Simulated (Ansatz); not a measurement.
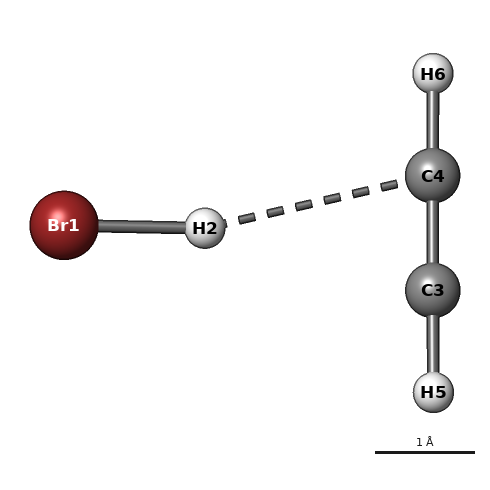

Two molecules or ions; the broken line marks their closest contact (measured against van der Waals radii). Computed geometry: PBE0-D4/def2-TZVP optimisation. Program: Ansatz 0.2.0.

Which two species are they?

HBr and C2H2 (`Br.C#C`).

How long is the contact?

H2···C4 is 2.39 Å.

Give the counterpoise-corrected interaction energy (kcal/mol, monomers kept as in the pair) with CCSD(T)/CBS (MP2 limit from def2-TZVPPD and def2-QZVPPD plus CCSD(T) − MP2); B3LYP-D4/6-31G; B97M-V/def2-TZVPPD.

```
                                                                      level  interaction energy (kcal/mol)
CCSD(T)/CBS (MP2 limit from def2-TZVPPD and def2-QZVPPD plus CCSD(T) − MP2)                           −2.6
                                                             B3LYP-D4/6-31G                           −3.2
                                                         B97M-V/def2-TZVPPD                           −2.7
```
